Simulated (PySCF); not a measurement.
Zn(Et)(SMe), SMILES [Zn]([S]C)[CH2]C (C₃H₈SZn), PBE0/def2-SVP optimised geometry. Atoms within 1.6 Å of the plane z = 1.2 Å (x, y, z in Å): Zn1 (-0.03, -0.93, 0.00), C2 (1.93, -0.93, 0.00), C3 (2.59, -1.51, 1.25), H4 (2.26, 0.11, -0.16), H6 (2.31, -2.56, 1.42), H7 (2.32, -0.95, 2.16), H8 (3.69, -1.48, 1.18), S9 (-2.22, -0.96, -0.03), C10 (-2.60, 0.68, 0.70), H11 (-2.23, 0.78, 1.73), H12 (-3.69, 0.77, 0.72), H13 (-2.21, 1.51, 0.09).

Level of theory: PBE0/def2-TZVP in PySCF 2.14.0. Cells within 0.4 Å of a nucleus heavier than hydrogen are left out (blank, or x).

Map of the electron localisation function on the plane z = 1.2 Å:

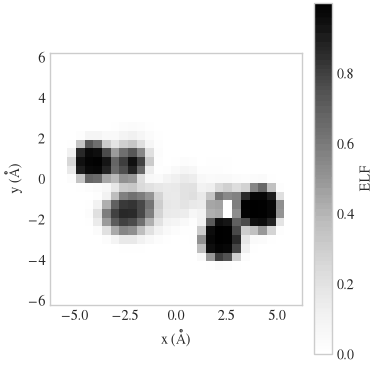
Figure: Electron localisation function on the plane z = 1.2 Å.
